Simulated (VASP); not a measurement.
Band structure of BP (space group P6_3mc). Computed with PBEsol GGA, VASP's PBE PAW potentials (set 64) (plane waves; VASP).

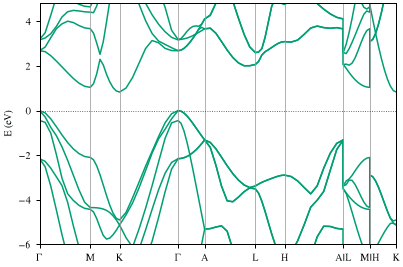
Figure. Bands along high-symmetry lines, zero at the valence-band maximum or, without a gap, the Fermi level

### Question
Read the plot: is there a gap, and where are the band edges?

### Answer
The gap is indirect, 0.83 eV, from the valence maximum at Γ to the conduction minimum at K. (Edges off the drawn lines would not show.)

The structure comes from a computed database's BP entry (P6_3mc); how it stands against other phases isn't given here. It was relaxed first.
